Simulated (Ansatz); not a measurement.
```yaml
atoms:
  - { symbol: Hf, position_ang: [-0.2240, -0.1333, 0.1761] }
  - { symbol: Cl, position_ang: [-1.9127, -1.1588, 1.5302] }
  - { symbol: O, position_ang: [0.4599, -1.4391, -1.0607] }
  - { symbol: H, position_ang: [0.8569, -2.0343, -1.6963] }
  - { symbol: O, position_ang: [-1.0022, 1.3425, -0.7830] }
  - { symbol: O, position_ang: [1.1931, 0.4973, 1.3148] }
  - { symbol: H, position_ang: [-1.3104, 2.0924, -1.2914] }
  - { symbol: H, position_ang: [1.9396, 0.8334, 1.8102] }
```

Core potentials replace the inner electrons of Hf.

Method: RKS B3LYP-D4/def2-SVP (Ansatz 0.2.0).

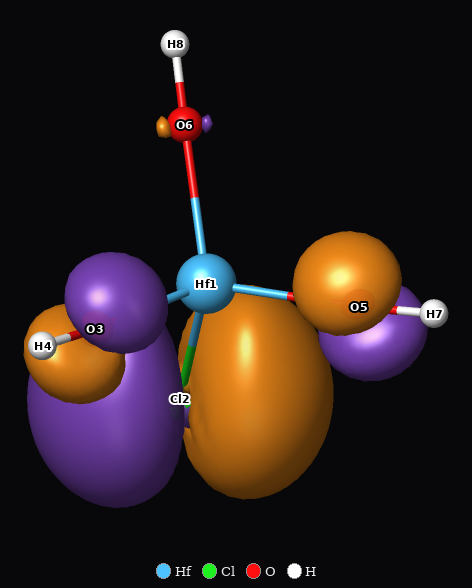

ClH$_{3}$HfO$_{3}$. The HOMO at ±0.1 Å⁻³ᐟ² (orange and purple are the two phases), seen at a tilt.

What is the character of this orbital?

Answer. It lies mainly on Cl2 (about 75 %); largely a lone pair of Cl2. It is one of a degenerate set, so its orientation is arbitrary. Its energy is −8.06 eV.
